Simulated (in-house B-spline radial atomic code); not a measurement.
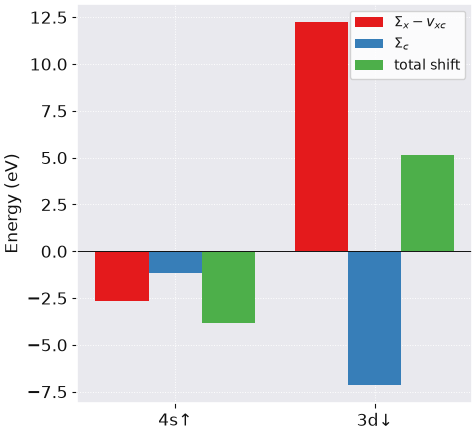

Parts of the G₀W₀ correction to each level for Mn⁺ ([Ar] 3d⁵ 4s). All-electron spherical atom, non-relativistic, PBE start, no spin-orbit coupling, Breit or QED terms; computed with a B-spline radial code, inside a hard wall of radius 8 bohr. The quasi-particle equation is solved at full frequency; levels of low quasi-particle weight Z are left out.

Question: How does G₀W₀ correct the levels?

Answer: G₀W₀ moves the highest occupied level, 4s↑, from −12.43 to −16.27 eV (renormalisation factor Z = 0.93). The empty level 3d↓ goes from −11.58 to −6.46 eV.

```csv
Level,Mean field (eV),Σx − vxc (eV),Σc (eV),Z,G₀W₀ (eV)
4s↑,−12.43,−2.66,−1.17,0.93,−16.27
3d↓,−11.58,12.26,−7.14,0.79,−6.46
```
